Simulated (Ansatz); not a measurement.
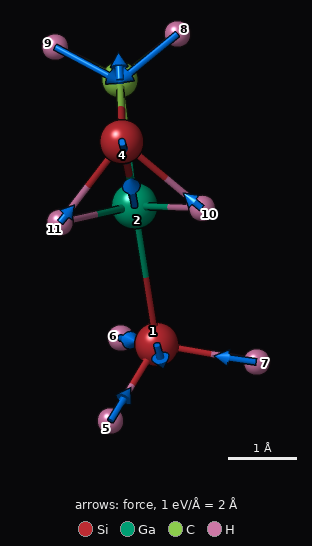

Starting geometry of CH₇GaSi₂ with the computed forces as blue arrows. A ball-and-stick model, seen from a free direction.

The start comes from PBE-D4/def2-SVP.

These are results of RKS PBE0-D4/def2-TZVP (Ansatz 0.2.0), not measurements. (force threshold 0.005 eV/Å; at most 150 steps)

What follows when this structure is relaxed?

Answer. It isn't relaxed: the largest force vector, on Si atoms, is 0.61 eV/Å. The final displacements have little in common with the starting forces (cosine between the two patterns 0.15). The energy falls by 1.03 kcal/mol in 26 accepted moves (27 points after the start). The largest force component goes from 0.49 to 0.0048 eV/Å. The line search rejected the trial step at point 15 of the run. The forces were under the threshold at step 20, but the run went on from there. The atom that moves furthest after the best rigid fit is an H atom (0.58 Å). Largest moves by element: H 0.58 Å, Si 0.26 Å, C 0.13 Å, Ga 0.09 Å. Among the contacts that change: Ga–Si 2.474 → 2.431 Å, C–Si 2.000 → 1.965 Å, Ga–H 1.961 → 1.929 Å, H–Si 1.656 → 1.637 Å. Bond angles that change, for instance: Si–Ga–Si 142.4° → 146.3°, Si–Ga–C 165.3° → 161.7°. Groups turn about Ga–Si by about 35°. The run took 88 s on 4 threads of Arm Neoverse V2 (shared host).
